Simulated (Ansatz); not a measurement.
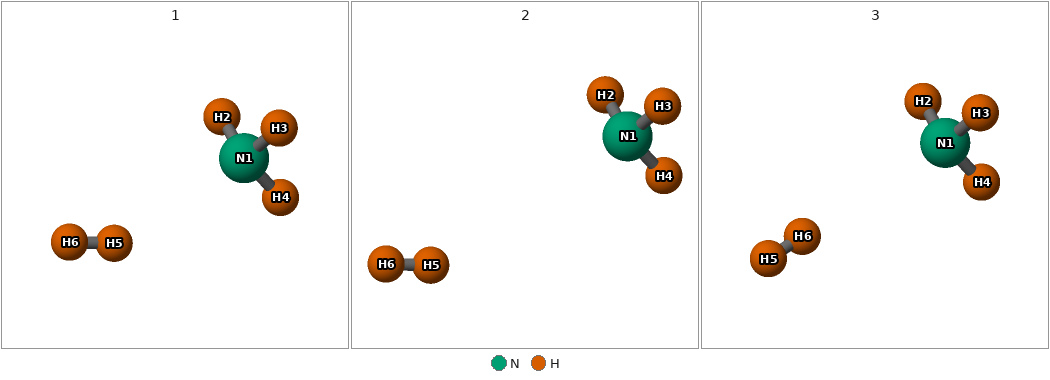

The pair H₃N···H₂. The turn is about an axis along (0.86, 0.46, −0.22) in the frame of the relaxed pair, normal to the line between the partners. Coordinates scanned: (1) distance N1···H5; (2) turn of H5, H6 about its own atom H5. The grid has 15 × 15 points. Points are written as (first, second). Energies: kcal/mol, counted from the lowest grid point. Method: RHF/def2-TZVPD in Ansatz.

The numbered pictures are structures from this grid.

### Which is the most stable, and how do the others follow?

3, at (3.842 Å, −180°): 0.00 kcal/mol; 2, at (4.277 Å, 36°): 0.25 kcal/mol; 1, at (2.824 Å, 36°): 0.49 kcal/mol.

The map, with the structures marked:

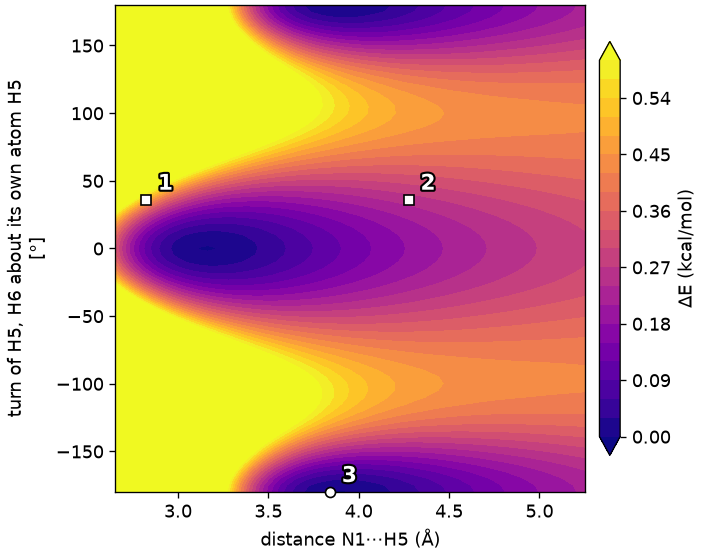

In the figure: filled contours, one colour for all values above the top of the scale. Between grid points the surface is interpolated.
